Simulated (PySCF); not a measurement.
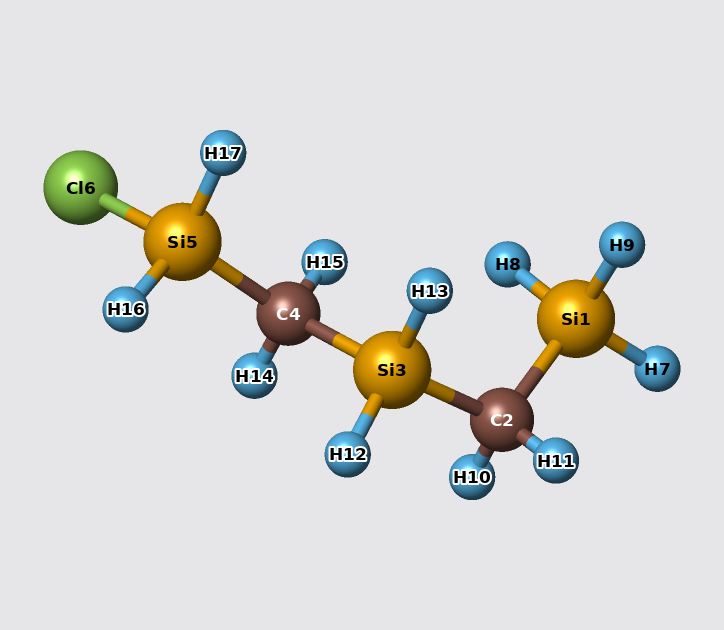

Every bond is drawn as one stick. The computed structure is the end point of a GFN2-xTB optimisation. No frequency run is at hand to confirm it as a minimum. Method: PBE0/pcSseg-1 (PySCF 2.14.0).

List the Mayer bond orders of Si1–C2, C2–Si3, Si3–C4, C4–Si5, Si5–Cl6 (bonds between heavy atoms, one of each equivalent set).

```json
{"bond": "Si1–C2", "Mayer order": "0.92", "length (Å)": "1.901"}
{"bond": "C2–Si3", "Mayer order": "0.93", "length (Å)": "1.901"}
{"bond": "Si3–C4", "Mayer order": "0.89", "length (Å)": "1.901"}
{"bond": "C4–Si5", "Mayer order": "0.93", "length (Å)": "1.891"}
{"bond": "Si5–Cl6", "Mayer order": "0.96", "length (Å)": "2.023"}
```

The geometry is semi-empirical. Around Si such bond lengths and angles can be off by a tenth of an ångström or more and by several degrees, and values that hang on the shape move with them.
